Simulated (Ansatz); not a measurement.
AsH$_{5}$Si···NH$_{3}$

Input file:

```
crystal:
  periodic: [false, false, false]
  atoms:
    - {symbol: Si, position_ang: [-1.278930, -0.146243, 0.540920]}
    - {symbol: N, position_ang: [1.758177, -0.585677, 0.193256]}
    - {symbol: H, position_ang: [-2.758632, -0.025546, 0.688922]}
    - {symbol: H, position_ang: [-0.947593, -1.585913, 0.693287]}
    - {symbol: H, position_ang: [-0.649219, 0.631160, 1.637361]}
    - {symbol: H, position_ang: [2.448728, 0.102595, -0.080636]}
    - {symbol: As, position_ang: [-0.662307, 0.608987, -1.613870]}
    - {symbol: H, position_ang: [1.943701, -0.831533, 1.158024]}
    - {symbol: H, position_ang: [1.920377, -1.414499, -0.365652]}
    - {symbol: H, position_ang: [-1.910977, 1.468329, -1.786998]}
    - {symbol: H, position_ang: [0.136574, 1.778240, -1.064613]}
basis:
  gaussian: {orbitals: def2-TZVPP}
hamiltonian: {xc: pbe0, dispersion: d4}
output: {orbitals: {seedname: orbitals}}
```

Run with:

```sh
ansatz run in.yaml --threads 4 --pin off --events-out ev --progress --plain --max-ram 9574MiB
```

The product side of a reaction path; geometry: PBE0-D4/def2-TZVP.

The calculation used RKS PBE0-D4/def2-TZVPP in Ansatz.

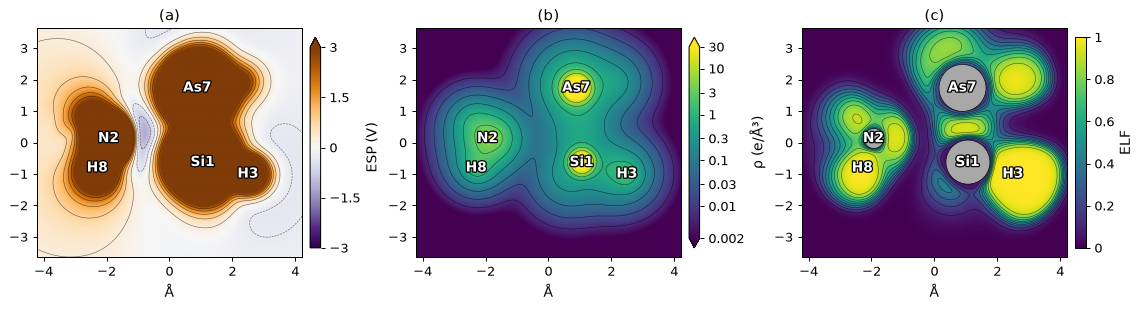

Figure 1. (a) molecular electrostatic potential; (b) electron density; (c) ELF on the plane of atoms H3, Si1 and As7. Grey discs cover the atomic cores in the ELF map.

### What do the fields say about this system?

- The section cuts through Si, N, H and As sites.
- Si1···N2 (3.09 Å): the density falls to about 0.08 e/Å³ on the way; the ELF is about 0.05 at the midpoint.
- Si–As (2.37 Å): ρ at the midpoint is about 0.65 e/Å³; the ELF peaks at about 0.95 between the atoms (localised, covalent bonding).
- N–H (1.01 Å): the density is about 2.9 e/Å³ at the midpoint; the ELF climbs to about 1 towards the hydrogen, as it does in any bond to H (an ordinary covalent bond to hydrogen).
- Si–H (1.49 Å): ρ at the midpoint is about 0.79 e/Å³; the ELF climbs to about 1 towards the hydrogen.
- The ELF also peaks beside As7, away from the bonds: lone-pair regions.
- Outside the dense part of the complex the potential is most negative (−1.1 V) near N2.

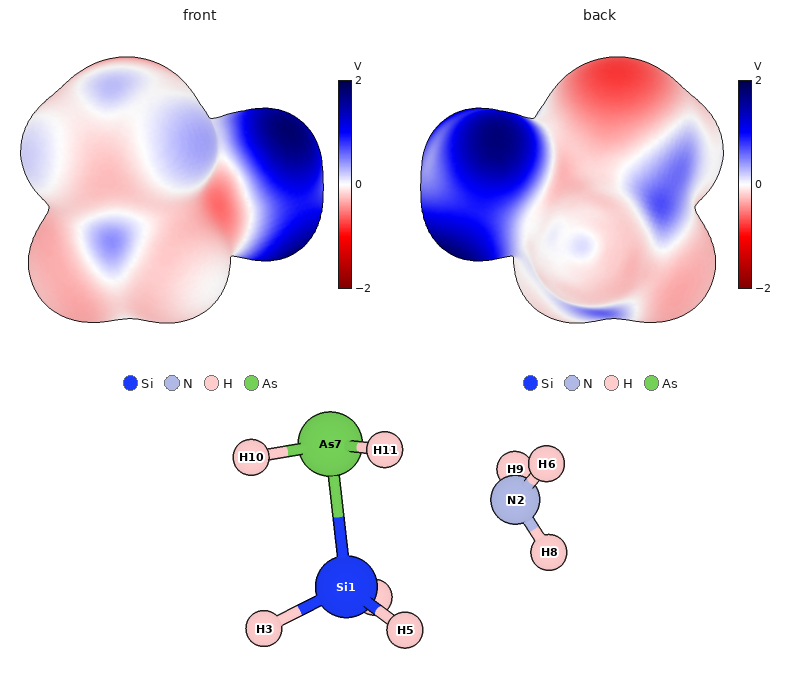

Figure 2. The molecular electrostatic potential painted on the density surface at 0.002 e/bohr³, seen from the front and from behind; the colour scale runs from red (negative) to blue (positive). The bare structure is drawn below in the same view.

### Where is the surface potential most negative and most positive?

The most negative region (about −0.8 V) lies over As7, the most positive (about +1.8 V) over H6, H8 and H9.

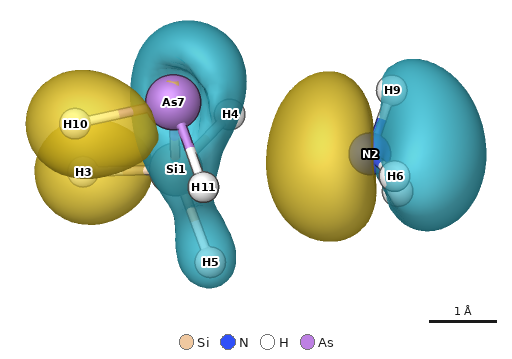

Figure 3. The HOMO−1 at ±0.08 Å⁻³ᐟ² (yellow and cyan are the two phases), seen from one side.

### What is the character of this orbital?

Its weight (Hirshfeld) is mainly on N2 (about 60 %), As7 (about 10 %) and Si1 (about 5 %). Its energy is −7.95 eV.
